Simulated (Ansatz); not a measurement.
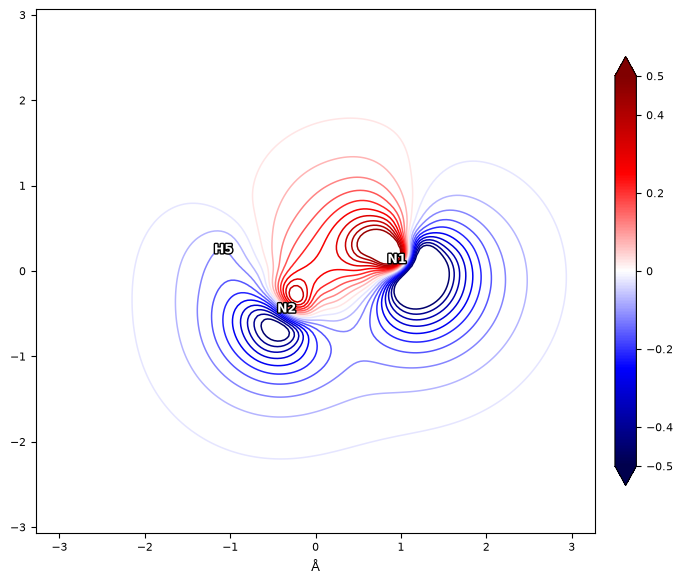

*H4N2. The HOMO on the plane of atoms N1, N2 and H5 (values in Å⁻³ᐟ²; the overall sign is arbitrary).*

Geometry: PBE0-D4/def2-TZVP.

Computed with isolated molecule in a Gaussian basis; Hartree-Fock in Ansatz 0.2.0.

Input file:

```
crystal:
  periodic: [false, false, false]
  atoms:
    - {symbol: "N", position_ang: [-0.135100, -0.701700, 0.195900]}
    - {symbol: N, position_ang: [0.447300, 0.583800, 0.089900]}
    - {symbol: H, position_ang: [-1.076200, -0.737600, -0.180500]}
    - {symbol: H, position_ang: [0.438700, -1.352200, -0.322700]}
    - {symbol: H, position_ang: [0.103900, 1.104700, -0.709700]}
    - {symbol: H, position_ang: [0.221500, 1.102900, 0.927100]}
basis:
  gaussian:
    orbitals: def2-SVP
hamiltonian:
  xc: hf
accuracy: high
output:
  forces: true
  orbitals: {seedname: orbitals}
```

Run with:

```sh
ansatz run job.yaml --threads 1 --pin off --max-ram 2610MiB --events-out events.jsonl --progress --plain --runs-dir runs
```

What is the character of this orbital?

Answer. Its weight (Hirshfeld) is mainly on N1 (about 40 %) and N2 (about 40 %). Its energy is −10.92 eV.
